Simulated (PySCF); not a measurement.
**Ways to converge the SCF of CF⁺**

The same problem is solved with other solver options, one edit a run.

The runs use PySCF 2.14.0; method and basis as typed in the scripts.

2 further runs of the same task are left out: 2 that didn't finish.

## 1. Starting geometry

CF⁺: 2 atoms, charge 1, spin multiplicity 1.

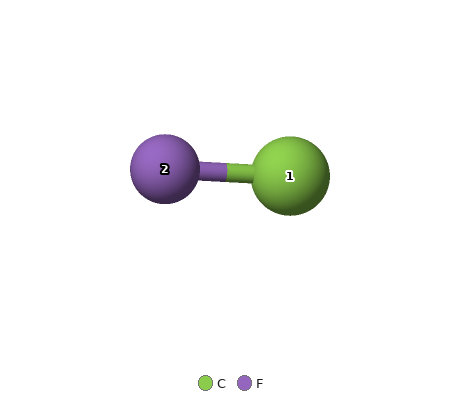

Start geometry, drawn with carbon green, fluorine purple; atoms are numbered from 1 in the order of the file.

## 2. The run that the others are compared with

The input, input.py:

```python
from pyscf import gto, scf

mol = gto.M(
    atom='C 0 0 0; F 0 0 1.346',
    basis='x2c-svpall',
    charge=1,
    spin=0,
    verbose=3,
)
mf = scf.RHF(mol)
mf = mf.sfx2c1e()
mf.kernel()
mf.analyze()
print('orbital energies (hartree):', mf.mo_energy[..., max(0, mol.nelec[1]-3):mol.nelec[0]+3].round(4))
```

Run with:

```console
$ OMP_NUM_THREADS=1 python input.py
```

The log of this run is left out.

In short: E(SCF) = -136.772572 Eh.

The bond length is a typed value, not an optimised one. The dipole of an ion depends on the origin.

## 3. Cycle limit 200

Run 1 changes cycle limit: 50 → 200.

The input, input.py:

```python
from pyscf import gto, scf

mol = gto.M(
    atom='C 0 0 0; F 0 0 1.346',
    basis='x2c-svpall',
    charge=1,
    spin=0,
    verbose=3,
)
mf = scf.RHF(mol)
mf = mf.sfx2c1e()
mf.max_cycle = 200
mf.kernel()
mf.analyze()
print('orbital energies (hartree):', mf.mo_energy[..., max(0, mol.nelec[1]-3):mol.nelec[0]+3].round(4))
```

Run with:

```console
$ OMP_NUM_THREADS=1 python input.py
```

## 4. Convergence threshold 1e-07 hartree

Run 2 changes convergence threshold: default → 1e-07 hartree.

input.py: that of step 2 with these lines changed.

```diff
@@ -11,2 +11,3 @@
 mf = mf.sfx2c1e()
+mf.conv_tol = 1e-07
 mf.kernel()
```

## 5. Initial guess 1e

Run 3 changes initial guess: minao → 1e.

input.py: that of step 2 with these lines changed.

```diff
@@ -11,2 +11,3 @@
 mf = mf.sfx2c1e()
+mf.init_guess = '1e'
 mf.kernel()
```

**Question.** What will these runs give? Wanted: for each run, E(SCF); from base; gap.

As calculated:

```tsv
run	E(SCF) (hartree)	from base (eV)	gap (eV)
base	-136.772572	0	17.76
cycle limit 200	-136.772572	0.0000	17.76
convergence threshold 1e-07 hartree	-136.772572	0.0000	17.76
initial guess 1e	-136.772572	0.0000	17.76
```

In words: The SCF energy stays the same, to the digits that matter, with cycle limit 200 or convergence threshold 1e-07 hartree or initial guess 1e.
